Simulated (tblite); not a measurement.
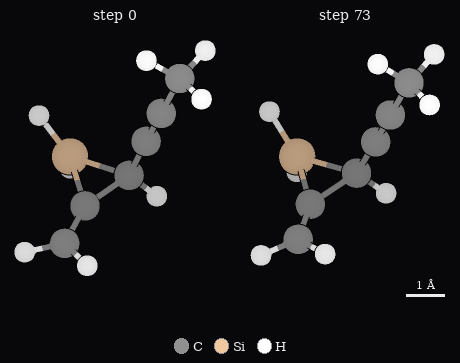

The structure of C$_{6}$H$_{8}$Si before (left) and after (right) a relaxation, at one scale.

Style: ball-and-stick. Shown from a free direction.

These are results of GFN2-xTB geometry optimisation, gas phase in tblite 0.8.0, not measurements. 

Describe what moved and what it gained.

After 73 geometry steps the energy has fallen by 0.395 eV. An H atom moves most after the best rigid fit: 0.39 Å. By element the largest moves are H 0.39 Å, Si 0.16 Å, C 0.16 Å. Near-neighbour distances that change, for instance: C–Si 1.854 → 1.924 Å, C–C 1.479 → 1.424 Å, C–C 1.352 → 1.314 Å, C–C 1.477 → 1.514 Å. Bond angles that change, for instance: C–C–C 149.7° → 136.0°, C–C–Si 143.3° → 154.8°, Si–C–C 115.1° → 122.7°.
